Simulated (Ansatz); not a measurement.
**H6PSbSi2: density, localisation and related maps**

The calculation's input:

```
crystal:
  periodic: [false, false, false]
  atoms:
    - symbol: P
      position_ang: [1.062838, 0.087820, -1.232534]
    - symbol: Sb
      position_ang: [-0.518663, -1.316645, 0.312866]
    - symbol: Si
      position_ang: [-2.342664, -0.991825, -1.484185]
    - symbol: Si
      position_ang: [-0.153988, 1.194908, 0.306760]
    - symbol: H
      position_ang: [-3.693378, -1.000321, -0.842408]
    - symbol: H
      position_ang: [-2.143144, 0.309625, -2.194805]
    - symbol: H
      position_ang: [-2.276577, -2.105656, -2.478607]
    - symbol: H
      position_ang: [-1.219204, 2.088928, -0.222137]
    - symbol: H
      position_ang: [0.580375, 1.778472, 1.462961]
    - symbol: H
      position_ang: [2.166594, -0.044014, -0.328571]
basis:
  gaussian:
    orbitals: def2-TZVPD
hamiltonian:
  xc: pbe0
output: {forces: true, orbitals: {seedname: orbitals}}
```

Command:

```sh
ansatz run input.yaml --threads 2 --pin off --max-ram 4350MiB --events-out events.jsonl --progress --plain --runs-dir runs
```

Geometry: PBE0-D3(BJ)/def2-SVP; core potentials replace the inner electrons of Sb.

Theory: isolated molecule in a Gaussian basis; Kohn-Sham density functional theory, functional PBE0 (Ansatz 0.2.0).

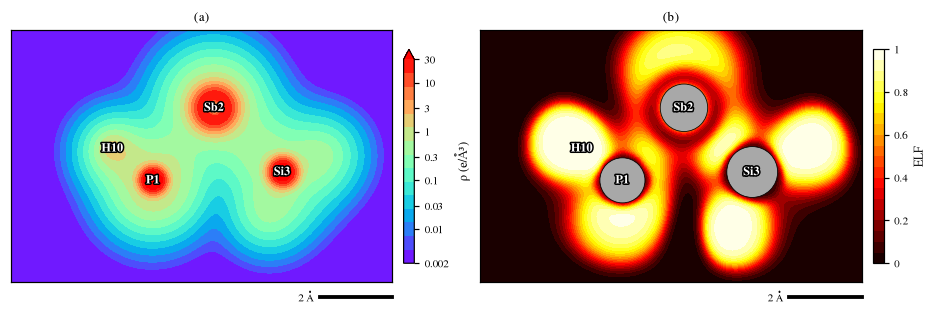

Figure 1. (a) electron density; (b) electron localisation function on the plane of atoms Sb2, P1 and H10. Grey discs cover the atomic cores in the ELF map.

Q: Describe what can be read from this map.

A: The section cuts through P, Sb, Si and H sites.
Sb–P (2.62 Å): ρ at the midpoint is about 0.44 e/Å³; the ELF peaks at about 0.75 in the valence shell of P, 1.0 Å from its nucleus, and drops to about 0.20 between the two atoms.
P–H (1.43 Å): the density is about 1.1 e/Å³ at the midpoint; the ELF climbs to about 1 towards the hydrogen, as it does in any bond to H.
Si–Sb (2.58 Å): the density is about 0.51 e/Å³ at the midpoint; the ELF peaks at about 0.95 between the atoms: a shared electron pair.
The ELF also peaks beside P1 and Sb2, away from the bonds: lone-pair regions.

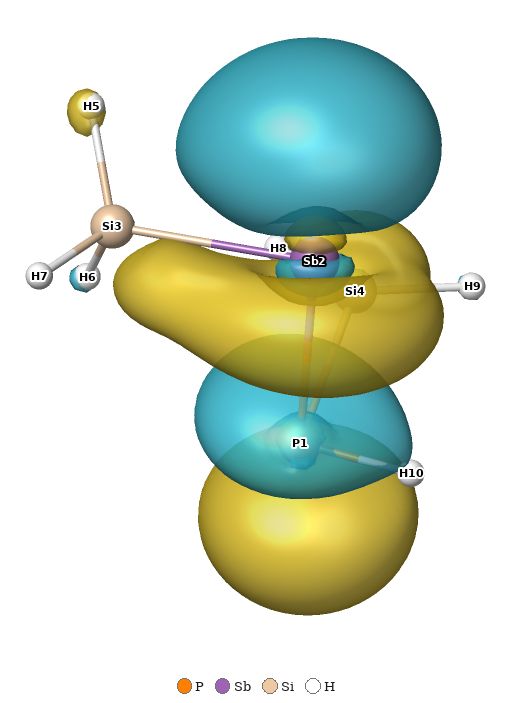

Figure 2. One frontier orbital at ±0.08 Å⁻³ᐟ² (yellow and cyan are the two phases), seen at an oblique angle.

Q: Which orbital is it: HOMO or LUMO?

A: The LUMO, at −1.47 eV. Its weight (Hirshfeld) is mainly on Sb2 (about 50 %) and P1 (about 35 %).

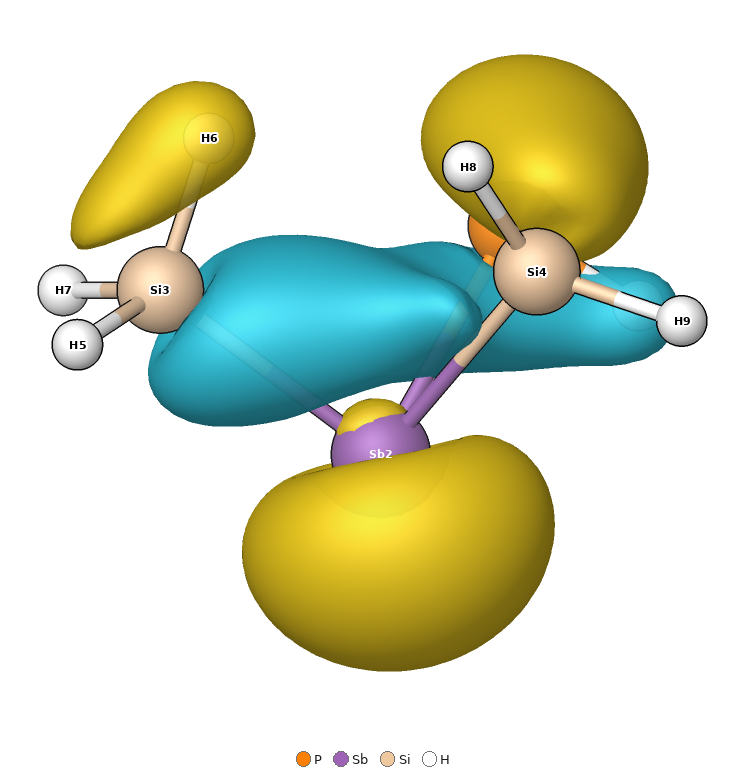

Figure 3. The HOMO−1 at ±0.1 Å⁻³ᐟ² (yellow and cyan are the two phases), seen from one side.

Q: What is the character of this orbital?

A: Its weight (Hirshfeld) is mainly on Sb2 (about 50 %), P1 (about 20 %), Si3 (about 15 %) and Si4 (about 10 %). Its energy is −7.23 eV.
